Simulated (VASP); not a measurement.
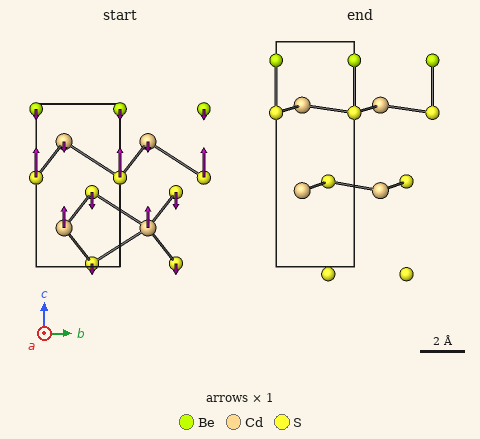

The structure of crystalline BeCd2S3 (a generated structure, set up in P3m1) before (left) and after (right) a relaxation, at one scale. The purple arrows give the displacements (the part carried along by the change of the cell is left out), at their true length.

Style: ball-and-stick. Shown: the cell of the calculation, repeated 1 × 2 × 1 with one cell outlined, along the a axis.

The run lets cell and atoms move.

Computed with VASP 6.6.1, Kohn-Sham DFT of a periodic cell, PBE, VASP PAW PBE potentials, recommended.

Input
```
SYSTEM = BeCd2S3
  PREC = Normal
  ENCUT = 520
  EDIFF = 1E-4
  ISMEAR = 0
  SIGMA = 0.15
  LREAL = .FALSE.
  LASPH = .TRUE.
  NELM = 60
  ALGO = Fast
  ISIF = 3
  LWAVE = .FALSE.
  LCHARG = .FALSE.
  GGA = PE
  IBRION = 2
  NSW = 24
  EDIFFG = -0.08
```

Run as
```bash
cat potpaw_PBE.64/Be/POTCAR potpaw_PBE.64/Cd/POTCAR potpaw_PBE.64/S/POTCAR > POTCAR
mpirun -np 1 vasp_std > vasp.out
```

Q: Summarise the run.

A: The relaxation stopped without meeting its thresholds, so the last structure isn't shown to be converged. After 23 geometry steps the energy has fallen by 727 meV per atom. Largest force component: 0.94 eV/Å at the start, 0.64 eV/Å at the end. The pressure goes from −5.84 to −1.99 GPa. The atom that moves furthest relative to the cell is an S atom (1.41 Å along +c). Largest moves by element: S 1.41 Å, Cd 1.03 Å, Be 0.54 Å. Cell: a = b 4.457 → 4.156 Å (−6.7 %), c 7.488 → 10.360 Å (+38.3 %). Volume +20.3 %. Some distances before and after: Cd–S 3.047 → 4.531 Å, S–S 2.659 → 3.968 Å, Be–S 3.156 → 2.412 Å, Cd–S 3.060 → 2.425 Å. New bonds form, among them: Be–S (3.16 → 2.41 Å). Bond angles that change, for instance: S–Cd–S 93.5° → 117.9°, Cd–S–Cd 93.5° → 117.9°, S–Cd–S 93.7° → 117.0°. The space group stays P3m1 (No. 156). The volume changes by over a tenth within one run on a fixed set of plane waves, so the end point should be relaxed again from the new cell.
